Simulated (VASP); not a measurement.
Input:

```
CsI
1.0
    4.86647     0.00000     0.00000
    0.00000     4.86647     0.00000
    0.00000     0.00000     4.86647
Cs I
1 1
Direct
  0.00000   0.00000   0.00000
  0.50000   0.50000   0.50000
```

Method: RPBE GGA, VASP's PBE PAW potentials (set 64) (plane waves; VASP). Run with 520 eV cut-off, 6×6×6 Γ-centred mesh, tetrahedra with Blöchl corrections, potentials Cs_sv I.

Unless said otherwise, spin-orbit coupling is left out, though it shifts the bands of the heavy elements here.

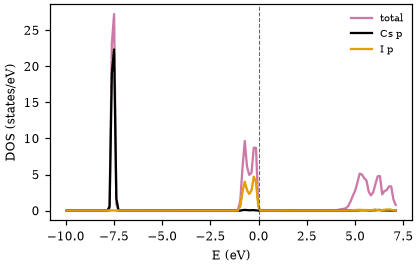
Figure. Total and projected density of states, zero at the valence-band maximum

Within 2 eV below the valence-band maximum the largest weight inside VASP's projection spheres is I p.

The gap is indirect, 3.63 eV, from the valence maximum at M to the conduction minimum at Γ.

The compound is CsI in the CsCl type structure. It was relaxed first, which changed the volume by +21 %.
